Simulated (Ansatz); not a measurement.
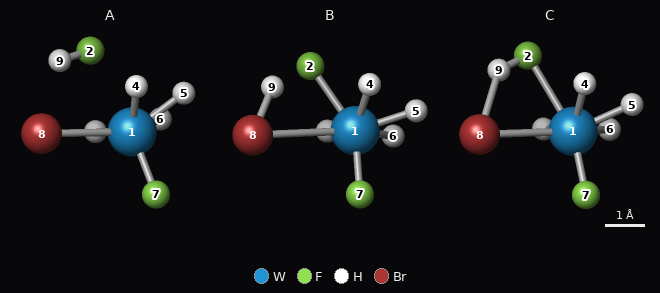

3 geometries from a converged minimum-energy path of WH5BrF2, shuffled. The picture is a ball-and-stick view, seen at a tilt.

These are results of RKS CAM-B3LYP-D4/def2-SVP in Ansatz, not measurements. Run with 7 movable images; climbing image; force threshold 0.05 eV/Å; iteration limit 60; starting path through a guess of the saddle point.

### Which frame is the transition state?

B. In order along the path, whose images run from 0 to 8: B (image 3, +20.1 kJ/mol), C (image 5, −15.4 kJ/mol), A (image 7, −45.0 kJ/mol). A hydrogen atom shifts from one atom to another. Breaking: Br–H (1.43 → 2.40 Å). Forming: F–H (2.56 → 0.94 Å).
